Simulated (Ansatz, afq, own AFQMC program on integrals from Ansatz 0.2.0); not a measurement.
# H₂O (triplet): AFQMC on the coupled-cluster ladder, cc-pVQZ, part 2 of 2

Ansatz 0.2.0, Gaussian basis, and an in-house AFQMC program (afq) on its integrals; all values are calculated; cc-pVQZ, frozen cores. Earlier steps stand in the parts before.

## Step 13: Phaseless AFQMC, CISD trial on UHF

It reads the integrals that the CCSD(T) run on this determinant wrote.

Run with:

```bash
afq ham --method phaseless --trial cisd --walkers 200 --populations 10 --least-time 60 --time-step 0.005 --steps-per-block 50 --equilibration-blocks 28 --max-blocks 4000 --target-error 0.00017 --factor-cut 1e-05 --start spin_pure --seed 8185 --release-times 0.24,0.5,1,1.5 --release-step 0.02 --release-every 3 --taylor-order 6
```

Log:

```text
orbitals 114  electrons 5 3  factors 685 of 685
reference energy -75.83294935 Eh
CCSD correlation -0.24294285 Eh in 9 cycles, weight of the determinant in the CISD state 0.9430
energy of the start -76.075731 Eh
 block  time / (1/Eh)  mean weight  energy / Eh
     1     0.250  1.0024  -76.076646
     2     0.500  1.0006  -76.080090
     3     0.750  1.0012  -76.081954
     4     1.000  1.0004  -76.084810
     5     1.250  1.0032  -76.081560
     6     1.500  1.0018  -76.081885
     7     1.750  0.9982  -76.081518
     8     2.000  1.0018  -76.083576
     9     2.250  1.0008  -76.084335
    10     2.500  1.0002  -76.082534
    13     3.250  0.9993  -76.084402
    16     4.000  0.9983  -76.083059
    19     4.750  1.0013  -76.081380
    22     5.500  1.0011  -76.082935
    25     6.250  0.9988  -76.084877
    28     7.000  0.9996  -76.082744
    31     7.750  0.9994  -76.082441
    34     8.500  0.9969  -76.081654
    37     9.250  0.9997  -76.082858
    40    10.000  1.0002  -76.080731
    43    10.750  0.9986  -76.081867
    46    11.500  0.9985  -76.081720
    49    12.250  1.0016  -76.083323
    52    13.000  1.0000  -76.081496
    55    13.750  1.0001  -76.081149
    58    14.500  1.0006  -76.086472
    61    15.250  0.9997  -76.083377
    64    16.000  0.9986  -76.084602
    67    16.750  1.0002  -76.083669
    70    17.500  0.9991  -76.084661
    73    18.250  1.0001  -76.082053
    76    19.000  1.0016  -76.081994
    79    19.750  0.9984  -76.083149
    82    20.500  0.9990  -76.083495
    85    21.250  0.9986  -76.084444
    88    22.000  1.0012  -76.084034
    91    22.750  0.9995  -76.086828
    94    23.500  1.0030  -76.080593
    97    24.250  0.9992  -76.083772
   100    25.000  1.0008  -76.087721
   103    25.750  1.0009  -76.083479
   106    26.500  0.9997  -76.085322
   109    27.250  1.0003  -76.082386
   112    28.000  0.9988  -76.082575
   115    28.750  0.9987  -76.083148
   118    29.500  1.0019  -76.082424
   121    30.250  1.0009  -76.084510
   124    31.000  0.9989  -76.082990
   127    31.750  1.0010  -76.084134
   130    32.500  0.9980  -76.082160
   133    33.250  1.0022  -76.082868
   136    34.000  0.9980  -76.080990
   139    34.750  1.0001  -76.082381
   142    35.500  0.9955  -76.082944
   145    36.250  1.0015  -76.083091
   148    37.000  0.9972  -76.085065
error from the spread of 10 populations
released: time / (1/Eh)  energy / Eh  error  mean overlap
  0.24  -76.082975  0.000099  1.0034
  0.50  -76.083181  0.000118  1.0041
  1.00  -76.083139  0.000176  1.0126
  1.50  -76.083446  0.000214  0.9963
energy -76.083136 +/- 0.000157 Eh
```

Run time: 67 s. Hardware: 1 × H100 (card shared with other runs) with 2 threads, shared host.

Energy -2070.3276 ± 0.0043 eV. Caveats: constraint bias not in the error.

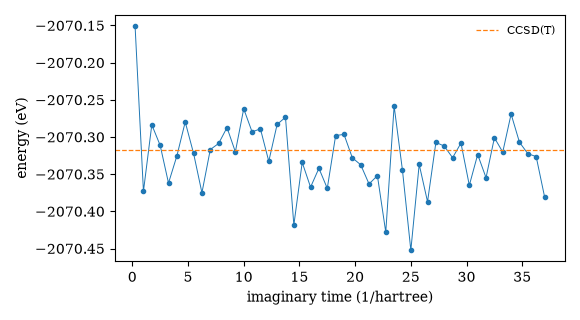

Block energies along the walk.

## Step 14: Phaseless AFQMC, single-determinant trial on UHF

It reads the integrals that the CCSD(T) run on this determinant wrote.

Run with:

```bash
afq ham --method phaseless --trial hf --walkers 200 --populations 10 --least-time 40 --time-step 0.005 --steps-per-block 20 --equilibration-blocks 112 --max-blocks 4000 --target-error 0.0008500000000000001 --factor-cut 1e-05 --start spin_pure --seed 4362 --taylor-order 6
```

Log:

```text
orbitals 114  electrons 5 3  factors 685 of 685
reference energy -75.83294935 Eh
CCSD correlation -0.24294285 Eh in 9 cycles, weight of the determinant in the CISD state 0.9430
energy of the start -75.833126 Eh
 block  time / (1/Eh)  mean weight  energy / Eh
     1     0.100  1.0024  -75.940996
     2     0.200  1.0001  -75.998097
     3     0.300  1.0023  -76.037157
     4     0.400  1.0010  -76.044535
     5     0.500  1.0022  -76.050891
     6     0.600  0.9989  -76.066757
     7     0.700  1.0009  -76.075343
     8     0.800  1.0014  -76.069739
     9     0.900  0.9996  -76.091053
    10     1.000  0.9969  -76.075397
    17     1.700  1.0001  -76.087965
    33     3.300  0.9997  -76.080429
    49     4.900  1.0013  -76.113059
    65     6.500  1.0021  -76.094098
    81     8.100  0.9997  -76.099087
    97     9.700  1.0002  -76.079240
   113    11.300  0.9982  -76.075505
   129    12.900  0.9977  -76.085436
   145    14.500  0.9986  -76.101868
   161    16.100  1.0013  -76.078017
   177    17.700  1.0011  -76.108433
   193    19.300  1.0007  -76.108678
   209    20.900  0.9977  -76.086536
   225    22.500  0.9979  -76.077898
   241    24.100  1.0006  -76.065019
   257    25.700  1.0021  -76.089400
   273    27.300  0.9984  -76.078695
   289    28.900  0.9980  -76.054867
   305    30.500  0.9997  -76.092195
   321    32.100  0.9978  -76.102090
   337    33.700  1.0016  -76.105680
   353    35.300  0.9998  -76.065390
   369    36.900  1.0012  -76.125698
   385    38.500  0.9993  -76.079619
   401    40.100  1.0024  -76.102606
   417    41.700  0.9989  -76.083220
   433    43.300  1.0006  -76.089357
   449    44.900  0.9980  -76.065150
   465    46.500  0.9997  -76.055379
   481    48.100  0.9996  -76.088908
   497    49.700  0.9998  -76.099970
   513    51.300  0.9976  -76.073994
   529    52.900  1.0010  -76.070949
   545    54.500  1.0011  -76.077335
   561    56.100  0.9974  -76.084099
   577    57.700  0.9985  -76.091879
   593    59.300  1.0002  -76.051954
   609    60.900  1.0017  -76.079312
   625    62.500  0.9999  -76.088721
   641    64.100  0.9993  -76.072685
   657    65.700  1.0000  -76.057970
error from the spread of 10 populations
energy -76.082088 +/- 0.001045 Eh
```

Run time: 69 s. Hardware: 1 × H100 (card shared with other runs) with 2 threads, shared host.

Energy -2070.2991 ± 0.0284 eV. Caveats: constraint bias not in the error.

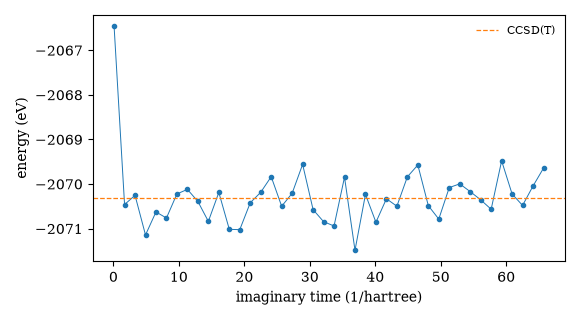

Block energies along the walk.

## Step 15: Free-projection AFQMC, CISD trial on UHF

It reads the integrals that the CCSD(T) run on this determinant wrote.

Run with:

```bash
afq ham --method free --trial cisd --walkers 200 --time-step 0.03 --max-blocks 4000 --target-error 0.00034 --factor-cut 1e-05 --seed 7156 --times 0,0.3,0.6,1.2,1.8,2.4,3.6,4.8,6 --taylor-order 8
```

Log:

```text
orbitals 114  electrons 5 3  factors 685 of 685
reference energy -75.83294935 Eh
CCSD correlation -0.24294285 Eh in 9 cycles, weight of the determinant in the CISD state 0.9430
repeat  energy at the last time / Eh  error
    10  -76.084481  0.001495
    20  -76.083614  0.000809
    30  -76.083357  0.000807
    40  -76.084556  0.000945
    50  -76.084327  0.000808
    60  -76.084478  0.000750
    70  -76.084165  0.000676
    80  -76.083866  0.000660
    90  -76.083835  0.000621
time / (1/Eh)  energy / Eh  error  mean overlap
  0.00  -76.075954  0.000047  1.0607
  0.30  -76.082031  0.000094  1.0541
  0.60  -76.082746  0.000093  1.0521
  1.20  -76.083171  0.000123  1.0444
  1.80  -76.083279  0.000135  1.0342
  2.40  -76.083111  0.000164  1.0323
  3.60  -76.083520  0.000306  1.0174
  4.80  -76.083365  0.000377  0.9991
  6.00  -76.083878  0.000613  0.9801
energy -76.083878 +/- 0.000613 Eh
```

Run time: 86 s. Hardware: 1 × H100 (card shared with other runs) with 2 threads, shared host.

Energy -2070.3478 ± 0.0167 eV. Caveats: remainder of the start not in the error; error above the target.

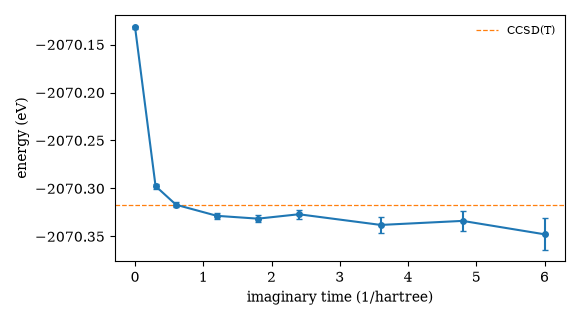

Energy against projection time, with error bars.

## Step 16: All levels side by side

On the ROHF determinant, counted from CCSD(T) (a yardstick, not exact):

```csv
level,energy (eV),from CCSD(T) (kcal/mol),statistical error (kcal/mol),time
HF,-2063.3585,+160.45,,
MP2,-2069.7825,+12.30,,
CCSD,-2070.1266,+4.37,,
CCSD(T),-2070.3161,0.00,,
"Phaseless AFQMC, CISD trial, step 0.005, 200 walkers",-2070.3254,-0.22,0.10,41 s
"Phaseless AFQMC, single-determinant trial, step 0.005, 200 walkers",-2070.3171,-0.02,0.63,69 s
"Free-projection AFQMC, CISD trial, step 0.03, 200 walkers",-2070.3246,-0.20,0.25,86 s
```

On the UHF determinant, counted from CCSD(T) (a yardstick, not exact):

```csv
level,energy (eV),from CCSD(T) (kcal/mol),statistical error (kcal/mol),time
HF,-2063.5197,+156.75,,
MP2,-2069.7559,+12.94,,
CCSD,-2070.1305,+4.30,,
CCSD(T),-2070.3171,0.00,,
"Phaseless AFQMC, CISD trial, step 0.005, 200 walkers",-2070.3276,-0.24,0.10,67 s
"Phaseless AFQMC, single-determinant trial, step 0.005, 200 walkers",-2070.2991,+0.42,0.66,69 s
"Free-projection AFQMC, CISD trial, step 0.03, 200 walkers",-2070.3478,-0.71,0.38,86 s
```

The functionals' totals stand on their own zeros and serve differences with other points: PBE -2071.191 eV; r2SCAN -2072.475 eV; PBE0 -2071.259 eV; B3LYP -2073.560 eV; wB97M-V -2072.499 eV; B2PLYP -2072.132 eV.

## Step 17: Results

The summary covers parts 1 to 2.

| quantity | value |
| --- | --- |
| Phaseless AFQMC, CISD trial on ROHF from CCSD(T) | -0.22 ± 0.10 kcal/mol |
| Phaseless AFQMC, single-determinant trial on ROHF from CCSD(T) | -0.02 ± 0.63 kcal/mol |
| Free-projection AFQMC, CISD trial on ROHF from CCSD(T) | -0.20 ± 0.25 kcal/mol |
| Phaseless AFQMC, CISD trial on UHF from CCSD(T) | -0.24 ± 0.10 kcal/mol |
| Phaseless AFQMC, single-determinant trial on UHF from CCSD(T) | +0.42 ± 0.66 kcal/mol |
| Free-projection AFQMC, CISD trial on UHF from CCSD(T) | -0.71 ± 0.38 kcal/mol |

On ROHF the phaseless walk with the CISD trial lies -0.22 kcal/mol from CCSD(T), within three error bars. Free projection has no constraint; at the last time it gives -0.20 ± 0.25 kcal/mol. On UHF the phaseless walk with the CISD trial lies -0.24 kcal/mol from CCSD(T), within three error bars. Free projection has no constraint; at the last time it gives -0.71 ± 0.38 kcal/mol, and from a start that isn't spin pure other spins can mix in. Error bars are statistical and leave out the constraint, the time step and what remains of the start.
